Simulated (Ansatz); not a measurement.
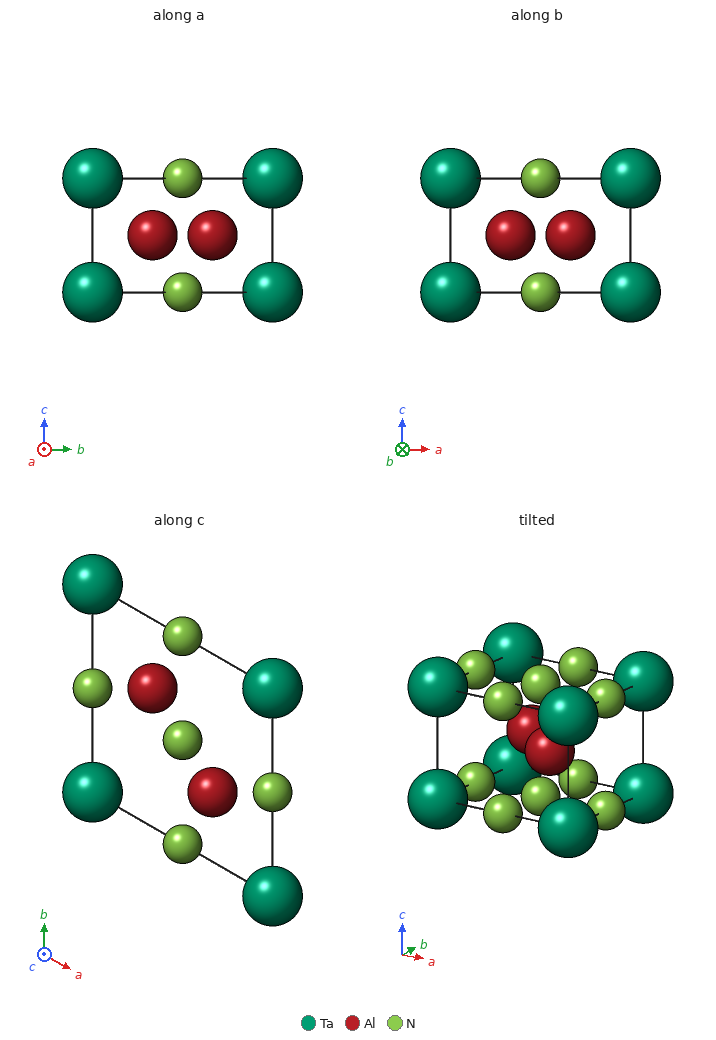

Figure: spheres-only view along the a axis, along the b axis, along the c axis and slightly off an axis. One conventional unit cell is framed, with atoms on its boundary repeated.

Lattice parameters: a = 5.0075 Å, b = 5.0075 Å, c = 2.7431 Å, α = 90.000°, β = 90.000°, γ = 120.000°.

> Set out the cell and atoms as a CIF in P1 with every atom of the cell.

```cif
data_structure
_symmetry_space_group_name_H-M 'P 1'
_symmetry_Int_Tables_number 1
_cell_length_a 5.0075
_cell_length_b 5.0075
_cell_length_c 2.7431
_cell_angle_alpha 90.000
_cell_angle_beta 90.000
_cell_angle_gamma 120.000
_cell_volume 59.57
loop_
_atom_site_label
_atom_site_type_symbol
_atom_site_fract_x
_atom_site_fract_y
_atom_site_fract_z
_atom_site_occupancy
Ta1 Ta 0.0000 0.0000 0.0000 1
Al1 Al 0.3333 0.6667 0.5000 1
Al2 Al 0.6667 0.3333 0.5000 1
N1 N 0.5000 0.0000 0.0000 1
N2 N 0.5000 0.5000 0.0000 1
N3 N 0.0000 0.5000 0.0000 1
```

Starting structure: a structure type filled with these elements by a generator (whether the compound takes this form wasn't checked). The picture shows the end point of a geometry optimisation with Ansatz 0.2.0, DFT PBE, scalar-relativistic, plane waves, PAW.
